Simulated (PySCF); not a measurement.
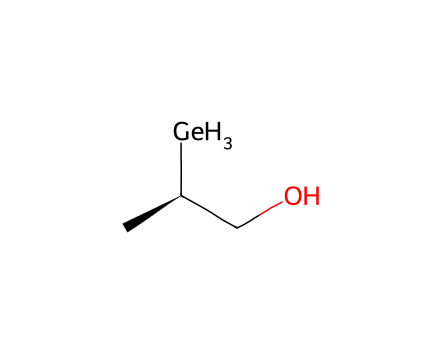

Write the SMILES.

Answer. C[C@@H]([GeH3])CO

Give the formula, hydrogens included.

Answer. C3H10GeO.

An optimisation with GFN2-xTB gave a structure of which point group?

Answer. C1.

The parts below concern this one geometry. Atoms keep their numbers from picture to picture. The computed structure is the end point of a GFN2-xTB optimisation. No frequency run is at hand to confirm it as a minimum.

**Excitation**

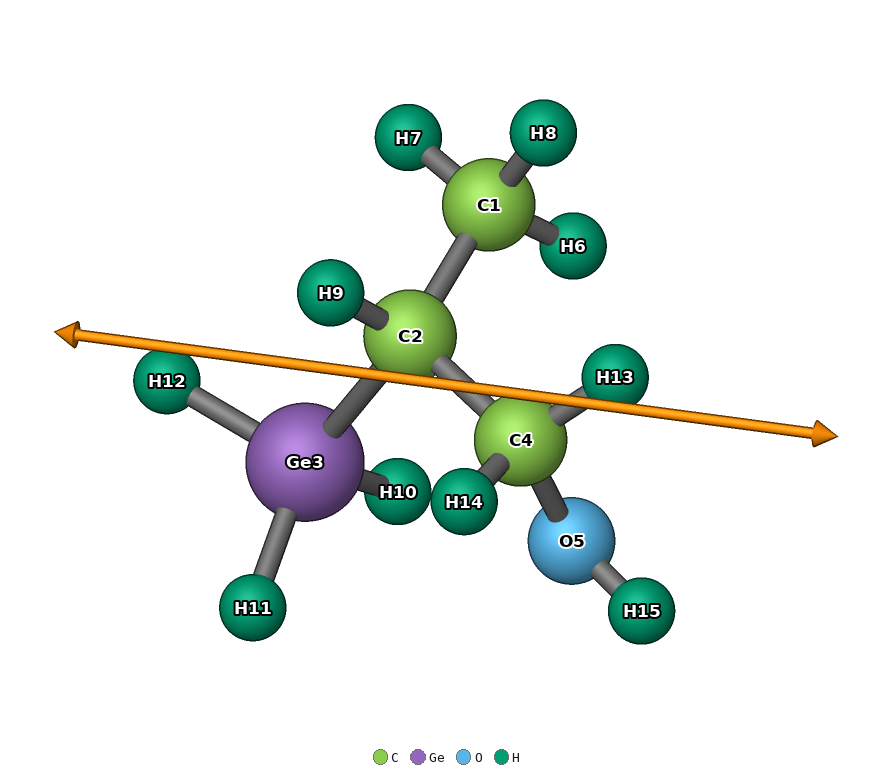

The double arrow shows the direction of the transition dipole to excited singlet state 6 (its length means nothing). No frequency run is at hand to confirm it as a minimum. Level of theory: TDDFT B3LYP/def2-SVPD, vertical, gas phase, core orbitals frozen in the response (PySCF 2.14.0).

Where does the transition lie, and how strong is it?

Answer. 7.83 eV (158 nm), oscillator strength 0.076, mainly HOMO−2 → LUMO (weight 0.76); transition dipole 1.60 D.

**Polarisability**

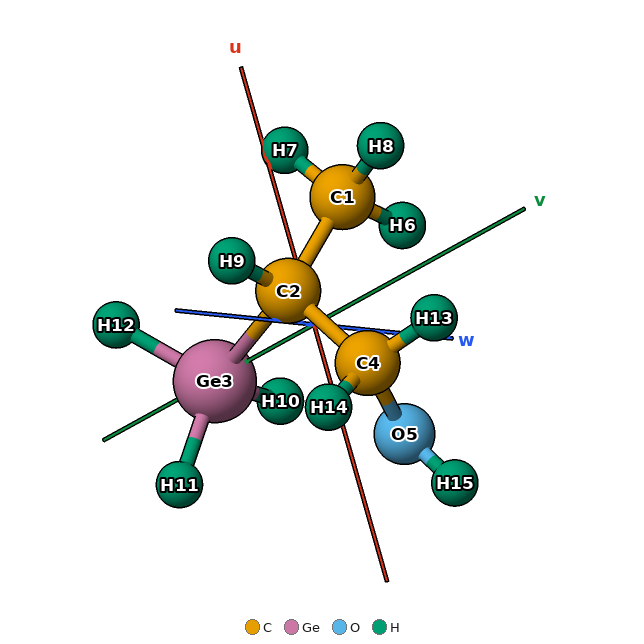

The lines u, v and w are the principal axes of the static dipole polarisability. No frequency run is at hand to confirm it as a minimum. Method: B3LYP/def2-SVPD (PySCF 2.14.0).

Along which axis is the molecule most polarisable, and along which least?

Answer. Most along v, least along w.

Give the three principal values.

Answer. u 74.4, v 82.0, w 66.2 bohr³; mean 74.2, anisotropy 13.7 bohr³.

**Quadrupole coupling**

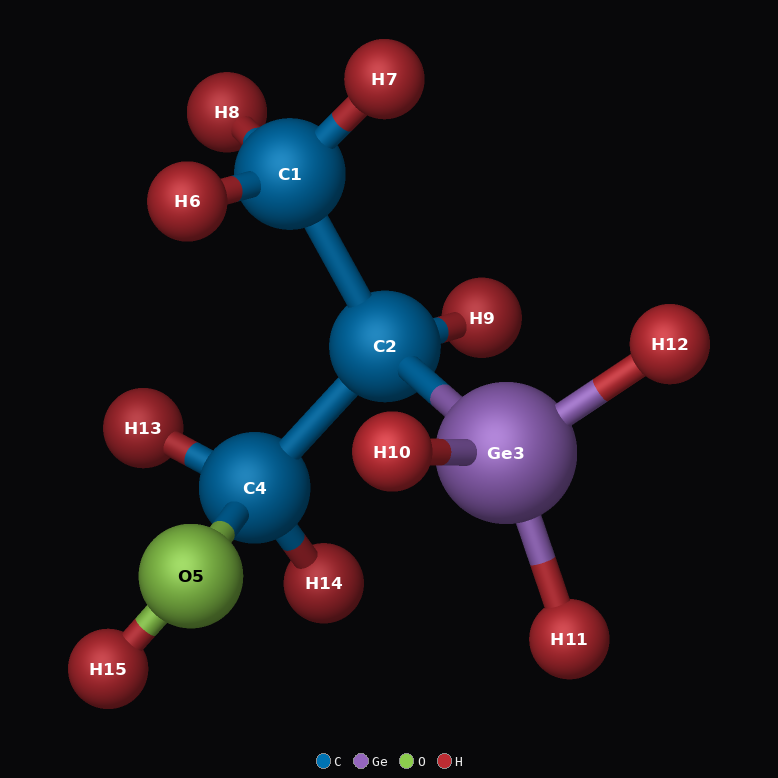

No frequency run is at hand to confirm it as a minimum. Electric field gradients from the ground-state density, B3LYP/pcJ-1 (pcSseg-1 on Ge) (PySCF 2.14.0), non-relativistic apart from any core potentials.

Give the largest field-gradient component, the quadrupole coupling constant and the asymmetry for 73Ge at Ge3 (Q = −196 mb), 17O at O5 (Q = −25.6 mb).

```json
{"atom": "Ge3", "V_zz (a.u.)": "0.312", "e²qQ/h (MHz)": "−14.37", "η": "0.85"}
{"atom": "O5", "V_zz (a.u.)": "−1.966", "e²qQ/h (MHz)": "11.82", "η": "0.86"}
```

The geometry is semi-empirical. Around Ge such bond lengths and angles can be off by a tenth of an ångström or more and by several degrees, and values that hang on the shape move with them.
